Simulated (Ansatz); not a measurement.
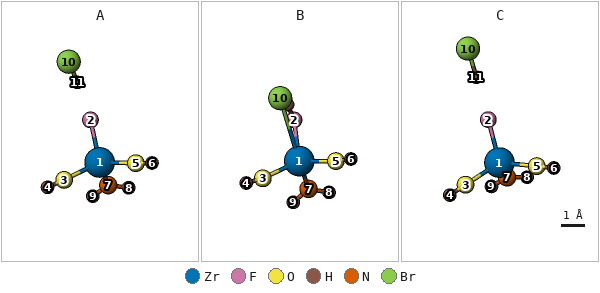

3 geometries from a converged minimum-energy path of ZrNH5O2BrF, shuffled. A ball-and-stick model, seen from a free direction.

The calculation used Ansatz 0.2.0, RHF/def2-SVP. Settings: 5 movable images; climbing image; force threshold 0.05 eV/Å; iteration limit 60; starting path through a guess of the saddle point.

Q: Which of them lies highest in energy?

A: B. In order along the path, whose images run from 0 to 6: C (image 0, 0.00 eV), A (image 1, 0.00 eV), B (image 3, +0.70 eV). Breaking: Br10–H11 (1.41 → 1.67 at the top → 2.55 Å). Forming: F2–H11 (2.01 → 1.15 at the top → 0.91 Å), Zr1–Br10 (5.31 → 3.23 at the top → 2.67 Å).

Limits of the set-up: Hartree-Fock leaves out electron correlation.
